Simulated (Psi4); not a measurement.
Run report: SnNH$_{3}$F, single-point calculation (part 1 of 2)

SnNH$_{3}$F, multiplicity 4, SMILES [NH2][SnH][F], computed with B3LYP/def2-QZVP, UKS, core potentials def2 (Psi4 1.11).

The geometry is that of the parent species in another charge or spin state. The geometry comes from this level: PBE0-D4/def2-TZVP.

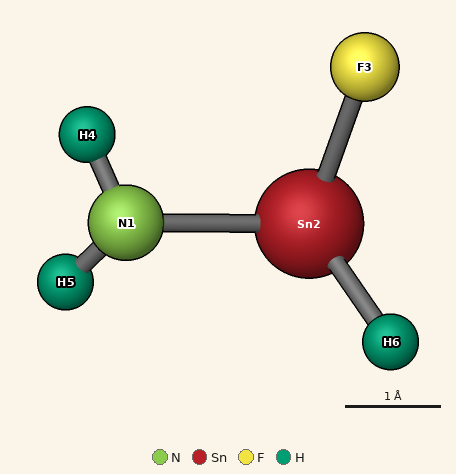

*The structure as given in the input (ball-and-stick view, seen on its broad side; atoms are numbered from 1 in the order of the input). Sticks mark near contacts.*

Bond lengths as drawn: F–Sn 1.94 Å, H–N 1.01 Å, H–Sn 1.75 Å and N–Sn 2.03 Å.

Input (calc.in):
```
memory 1600 mb

molecule molecule1 {
  0 4
  N     -0.572300     0.218600    -0.844500
  Sn     0.196000    -0.531800     0.883000
  F      2.076100    -0.368700     0.452600
  H     -0.046400    -0.061900    -1.664800
  H     -1.552900     0.032100    -1.016500
  H     -0.058500     0.647800     2.143900
  symmetry c1
}

set {
  basis def2-QZVP
  reference uks
  puream true
  scf_type df
  dft_radial_points 99
  dft_spherical_points 590
  maxiter 100
}

energy("b3lyp")
```

Launch command:
```bash
psi4 -i calc.in -o calc.out -n 1
```

Output:
```
Psi4 1.11 release

   => Loading Basis Set <=

    Name: DEF2-QZVP
    Role: ORBITAL
    Keyword: BASIS

    !!!  WARNING: ECP capability is in beta. Please check occupations closely.  !!!

         ---------------------------------------------------------
                                   SCF
                              UKS Reference
                        1 Threads,   1525 MiB Core
         ---------------------------------------------------------

  ==> Geometry <==

    Molecular point group: c1
    Full point group: C1

    Geometry (in Angstrom), charge = 0, multiplicity = 4:

       Center              X                  Y                   Z               Mass
    ------------   -----------------  -----------------  -----------------  -----------------
         N           -0.913861321453     0.648831634134    -1.499325779807    14.003074004430
         SN          -0.145561321453    -0.101568365866     0.228174220193   119.902201630000
         F            1.734538678547     0.061531634134    -0.202225779807    18.998403162730
         H           -0.387961321453     0.368331634134    -2.319625779807     1.007825032230
         H           -1.894461321453     0.462331634134    -1.671325779807     1.007825032230
         H           -0.400061321453     1.078031634134     1.489074220193     1.007825032230

  Running in c1 symmetry.

  Rotational constants: A =      0.33011  B =      0.19915  C =      0.12935 [cm^-1]
  Rotational constants: A =   9896.44974  B =   5970.39877  C =   3877.67950 [MHz]
  Nuclear repulsion =  134.387417580254777

  Charge       = 0
  Multiplicity = 4
  Electrons    = 41
  Nalpha       = 22
  Nbeta        = 19

  ==> Algorithm <==

  SCF Algorithm Type is DF.
  DIIS enabled.
  MOM disabled.
  Fractional occupation disabled.
  Guess Type is SAD.
  Energy threshold   = 1.00e-06
  Density threshold  = 1.00e-06
  Integral threshold = 1.00e-12

  ==> Primary Basis <==

  Basis Set: DEF2-QZVP
    Blend: DEF2-QZVP
    Number of shells: 86
    Number of basis functions: 286
    Number of Cartesian functions: 353
    Spherical Harmonics?: true
    Max angular momentum: 4

  Core potential: DEF2-QZVP
    Number of shells: 4
    Number of ECP primitives: 18
    Number of ECP core electrons: 28
    Max angular momentum: 3

  ==> DFT Potential <==

   => LibXC <=

    Version 7.1.2

   => Composite Functional: B3LYP <=

    B3LYP Hyb-GGA Exchange-Correlation Functional

    Deriv               =              1
    GGA                 =           TRUE
    Meta                =          FALSE

    Exchange Hybrid     =           TRUE
    MP2 Hybrid          =          FALSE

   => Exchange Functionals <=

    0.0800   Slater exchange
    0.7200         Becke 88

   => Exact (HF) Exchange <=

    0.2000               HF

   => Correlation Functionals <=

    0.1900   Vosko, Wilk & Nusair (VWN5_RPA)
    0.8100   Lee, Yang & Parr

   => LibXC Density Thresholds  <==

    XC_HYB_GGA_XC_B3LYP:  1.00E-15

   => Molecular Quadrature <=

    Radial Scheme          =       TREUTLER
    Pruning Scheme         =           NONE
    Nuclear Scheme         =       TREUTLER

    Blocking Scheme        =         OCTREE
    BS radius alpha        =              1
    Pruning alpha          =              1
    Radial Points          =             99
    Spherical Points       =            590
    Total Points           =         337190
    Total Blocks           =           2518
    Max Points             =            256
    Max Functions          =            272
    Weights Tolerance      =       1.00E-15

   => Loading Basis Set <=

    Name: (DEF2-QZVP AUX)
    Role: JKFIT
    Keyword: DF_BASIS_SCF

  ==> Integral Setup <==

  DFHelper Memory: AOs need 0.264 GiB; user supplied 0.264 GiB.
  SCF_SUBTYPE=INCORE selected. In-core MEM_DF algorithm will be used.
  Using in-core AOs.

  ==> MemDFJK: Density-Fitted J/K Matrices <==

    J tasked:                   Yes
    K tasked:                   Yes
    wK tasked:                   No
    Memory [MiB]:               270
    Algorithm:                 Core
    Schwarz Cutoff:           1E-12
    Mask sparsity (%):       6.6923
    Fitting Condition:        1E-10

   => Auxiliary Basis Set <=

  Basis Set: (DEF2-QZVP AUX)
    Blend: DEF2-UNIVERSAL-JKFIT
    Number of shells: 114
    Number of basis functions: 426
    Number of Cartesian functions: 555
    Spherical Harmonics?: true
    Max angular momentum: 5

  Cached 33.4% of DFT collocation blocks in 0.623 [GiB].

  Minimum eigenvalue in the overlap matrix is 1.5811605449E-04.
  Reciprocal condition number of the overlap matrix is 1.9879666847E-05.
    Using symmetric orthogonalization.

  ==> Pre-Iterations <==

  SCF Guess: Superposition of Atomic Densities via on-the-fly atomic UHF (no occupation information).

   -------------------------
    Irrep   Nso     Nmo
   -------------------------
     A        286     286
   -------------------------
    Total     286     286
   -------------------------

  ==> Iterations <==

                           Total Energy        Delta E     RMS |[F,P]|

   @DF-UKS iter SAD:  -369.17958494944651   -3.69180e+02   0.00000e+00
   @DF-UKS iter   1:  -370.18592180575212   -1.00634e+00   3.65732e-03 ADIIS/DIIS
   @DF-UKS iter   2:  -368.53281739098776    1.65310e+00   7.77742e-03 ADIIS/DIIS
   @DF-UKS iter   3:  -370.41246349864474   -1.87965e+00   2.67585e-03 ADIIS/DIIS
   @DF-UKS iter   4:  -370.64387634163370   -2.31413e-01   4.93012e-04 ADIIS/DIIS
   @DF-UKS iter   5:  -370.64933643948848   -5.46010e-03   3.91877e-04 ADIIS/DIIS
   @DF-UKS iter   6:  -370.65454033935538   -5.20390e-03   1.36440e-04 ADIIS/DIIS
   @DF-UKS iter   7:  -370.65682413417056   -2.28379e-03   4.49691e-05 DIIS
   @DF-UKS iter   8:  -370.65816639397491   -1.34226e-03   3.21928e-05 DIIS
   @DF-UKS iter   9:  -370.65889110053206   -7.24707e-04   2.19516e-05 DIIS
   @DF-UKS iter  10:  -370.65924622189556   -3.55121e-04   1.91551e-05 DIIS
   @DF-UKS iter  11:  -370.65935302107306   -1.06799e-04   8.34194e-06 DIIS
   @DF-UKS iter  12:  -370.65938411467829   -3.10936e-05   3.06168e-06 DIIS
   @DF-UKS iter  13:  -370.65938589879818   -1.78412e-06   1.92474e-06 DIIS
   @DF-UKS iter  14:  -370.65938628120318   -3.82405e-07   7.24331e-07 DIIS
  Energy and wave function converged.

  ==> Post-Iterations <==

   Electrons on quadrature grid:
      Nalpha   =   21.9999996787 ; deviation = -3.213e-07
      Nbeta    =   18.9999996318 ; deviation = -3.682e-07
      Ntotal   =   40.9999993105 ; deviation = -6.895e-07

   @Spin Contamination Metric:   6.252857969E-03
   @S^2 Expected:                3.750000000E+00
   @S^2 Observed:                3.756252858E+00
   @S   Expected:                1.500000000E+00
   @S   Observed:                1.500000000E+00

    Orbital Energies [Eh]
    ---------------------

    Alpha Occupied:

       1A    -24.640561     2A    -14.454043     3A     -5.129294
       4A     -3.471765     5A     -3.470274     6A     -3.467223
       7A     -1.150655     8A     -1.067095     9A     -1.055854
      10A     -1.052272    11A     -1.050670    12A     -1.037457
      13A     -0.968013    14A     -0.594681    15A     -0.567303
      16A     -0.467645    17A     -0.448842    18A     -0.412054
      19A     -0.396423    20A     -0.383004    21A     -0.263327
      22A     -0.098060

    Alpha Virtual:

      23A     -0.043380    24A      0.002790    25A      0.008706
      26A      0.018893    27A      0.041050    28A      0.067624
      29A      0.085224    30A      0.093398    31A      0.110246
      32A      0.122103    33A      0.145966    34A      0.166663
      35A      0.183674    36A      0.200033    37A      0.208882
      38A      0.229125    39A      0.284162    40A      0.295047
      41A      0.299133    42A      0.356915    43A      0.368279
      44A      0.378708    45A      0.388805    46A      0.400098
      47A      0.416850    48A      0.431958    49A      0.449785
      50A      0.483059    51A      0.503498    52A      0.510508
      53A      0.536675    54A      0.543174    55A      0.554590
      56A      0.560220    57A      0.574453    58A      0.584491
      59A      0.621185    60A      0.655427    61A      0.679058
      62A      0.706631    63A      0.735549    64A      0.749690
      65A      0.769620    66A      0.809412    67A      0.833562
      68A      0.858584    69A      0.909323    70A      0.937737
      71A      0.960666    72A      0.972107    73A      1.017375
      74A      1.031536    75A      1.038481    76A      1.090072
      77A      1.120294    78A      1.141120    79A      1.154033
      80A      1.167651    81A      1.214665    82A      1.216091
      83A      1.220108    84A      1.258045    85A      1.299172
      86A      1.307858    87A      1.349338    88A      1.369629
      89A      1.410323    90A      1.445498    91A      1.475947
      92A      1.484863    93A      1.496466    94A      1.550898
      95A      1.595518    96A      1.630998    97A      1.662637
      98A      1.673557    99A      1.693515   100A      1.702768
     101A      1.708998   102A      1.731011   103A      1.753257
     104A      1.761118   105A      1.773561   106A      1.812402
     107A      1.826722   108A      1.836038   109A      1.948596
     110A      1.978026   111A      2.024579   112A      2.043217
     113A      2.100547   114A      2.111352   115A      2.123940
     116A      2.147754   117A      2.169064   118A      2.212983
     119A      2.235667   120A      2.253077   121A      2.273451
     122A      2.327095   123A      2.359309   124A      2.370347
     125A      2.388494   126A      2.446274   127A      2.472740
     128A      2.528369   129A      2.555510   130A      2.594993
     131A      2.614813   132A      2.623048   133A      2.636895
     134A      2.653034   135A      2.666577   136A      2.682935
     137A      2.775669   138A      2.838916   139A      2.850879
     140A      2.875120   141A      2.901198   142A      2.955824
     143A      3.008743   144A      3.078631   145A      3.095700
     146A      3.127588   147A      3.175913   148A      3.262417
     149A      3.325867   150A      3.392407   151A      3.424032
     152A      3.501166   153A      3.547349   154A      3.652514
     155A      3.663942   156A      3.877575   157A      3.955000
     158A      4.034137   159A      4.116445   160A      4.151203
     161A      4.188787   162A      4.205868   163A      4.267064
     164A      4.303133   165A      4.448104   166A      4.481537
     167A      4.531042   168A      4.672095   169A      4.887449
     170A      4.923614   171A      5.066403   172A      5.111825
     173A      5.414575   174A      5.449273   175A      5.507004
     176A      5.600884   177A      5.639550   178A      5.717532
     179A      5.762391   180A      5.772851   181A      5.782046
     182A      5.831222   183A      5.879410   184A      5.925011
     185A      5.961821   186A      6.082360   187A      6.102331
```
